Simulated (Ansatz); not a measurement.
AlH$_{6}$NO$_{3}$···HF

Input file:

```
crystal:
  periodic: [false, false, false]
  atoms:
    - { symbol: Al, position_ang: [-1.349221, -0.457476, -0.271052] }
    - { symbol: O, position_ang: [-0.780267, -1.15647, 1.313324] }
    - { symbol: O, position_ang: [-1.272074, -1.504573, -1.63901] }
    - { symbol: O, position_ang: [-2.256089, 1.009012, -0.291569] }
    - { symbol: H, position_ang: [2.008614, 0.769844, 0.188218] }
    - { symbol: "N", position_ang: [1.474406, 0.999959, -0.652006] }
    - { symbol: H, position_ang: [1.225528, -0.426615, 2.048796] }
    - { symbol: F, position_ang: [2.088379, -0.140758, 2.164843] }
    - { symbol: H, position_ang: [-0.599933, -2.106955, 1.258484] }
    - { symbol: H, position_ang: [-1.62591, -1.211014, -2.487293] }
    - { symbol: H, position_ang: [-2.379171, 1.512789, 0.521858] }
    - { symbol: H, position_ang: [2.032688, 0.692405, -1.450408] }
    - { symbol: H, position_ang: [1.43315, 2.019751, -0.704286] }
basis:
  gaussian: { orbitals: cc-pVDZ }
hamiltonian:
  xc: b3lyp
relax:
  f_tol: 0.03
  max_steps: 50
output:
  orbitals: {}
```

Launched as:

```sh
ansatz run input.yaml --threads 4 --pin off --max-ram 5120MiB --backend cpu --events-out ev --progress --plain --runs-dir out
```

The fields are those of the run's last geometry, not of the input's.

Theory: RKS B3LYP/cc-pVDZ (Ansatz).

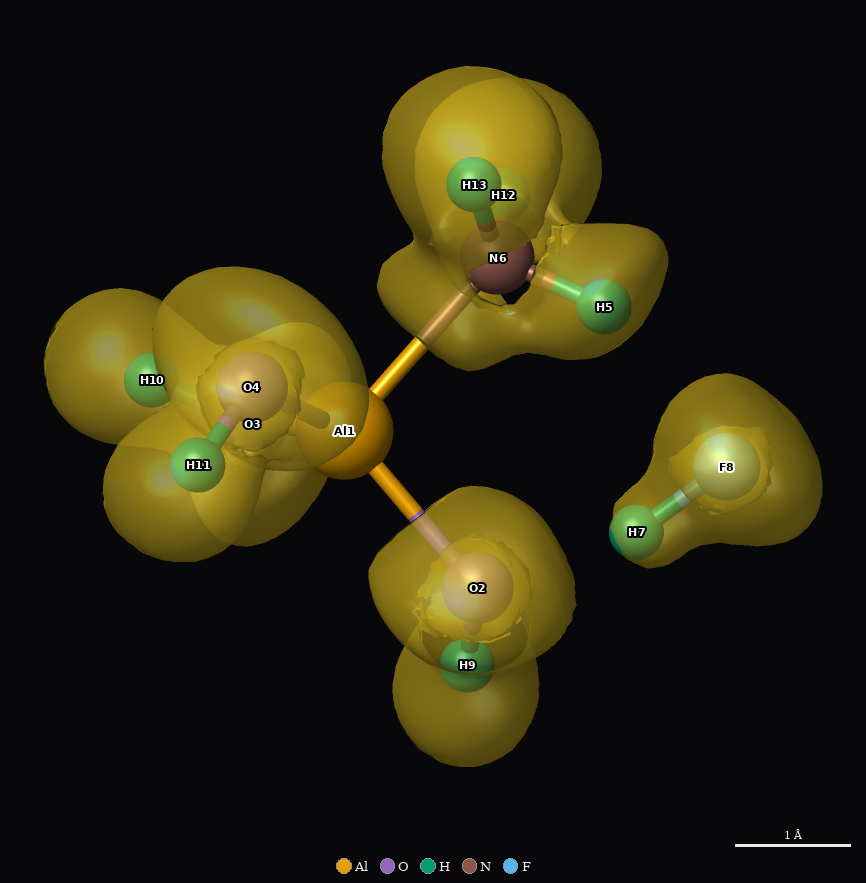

Figure 1. Isosurface of the electron localisation function at 0.75 (yellow), seen across its widest extent. Core shells and regions of very low density are left out.

**Identify the bonds, lone pairs and shells in this picture.**

The surface consists of one joined region spread over several atoms (F, H), in which their bonds and any lone pairs are merged, one joined region spread over several atoms (H, N), in which their bonds and any lone pairs are merged and three joined regions spread over several atoms (H, O), in which their bonds and any lone pairs are merged. Along the contacts the grid gives the following. O2···H7 (1.49 Å): the ELF dips to about 0.30 between them; a closed-shell contact with the geometry of a hydrogen bond. Al–O (1.75 Å): the ELF peaks at about 0.85 in the valence shell of O, 0.6 Å from its nucleus, and is about 0.45 at the midpoint.

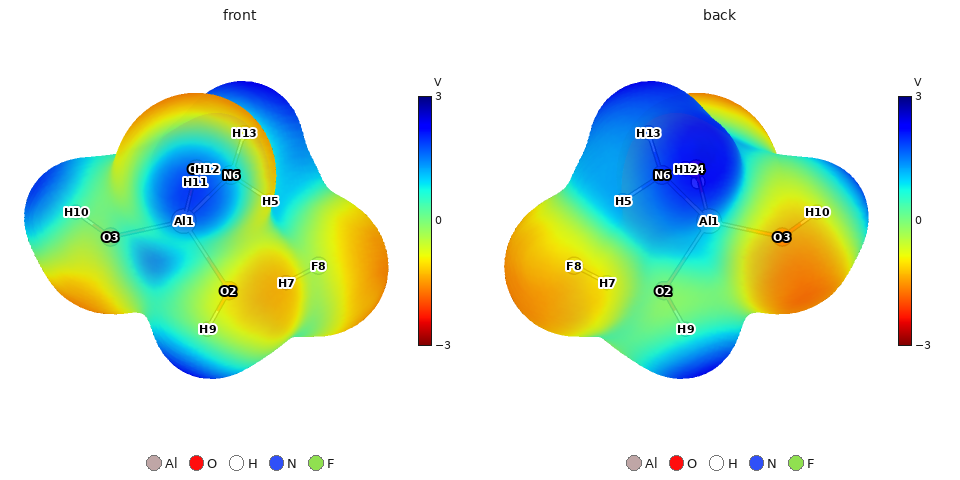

Figure 2. The electrostatic potential painted on the density surface at 0.002 e/bohr³, seen from the front and from behind; the colour scale runs from red (negative) to blue (positive).

**Describe the electrostatic potential map.**

The most negative region (about −1.7 V) lies over O3, the most positive (about +2.3 V) over H12. O3 is the likeliest acceptor of a hydrogen bond.

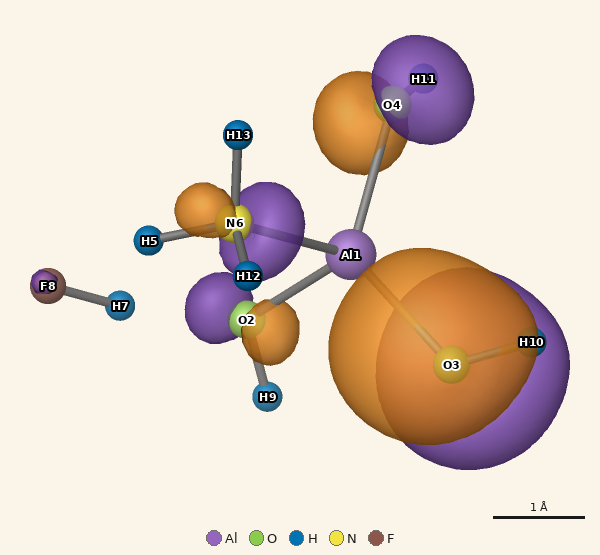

Figure 3. The HOMO−1 at ±0.1 Å⁻³ᐟ² (orange and purple are the two phases), seen at an oblique angle.

**Where does this orbital lie, and at what energy?**

By Hirshfeld shares it lies mainly on O3 (about 75 %) and O4 (about 5 %); largely a lone pair of O3. Its energy is −7.75 eV.
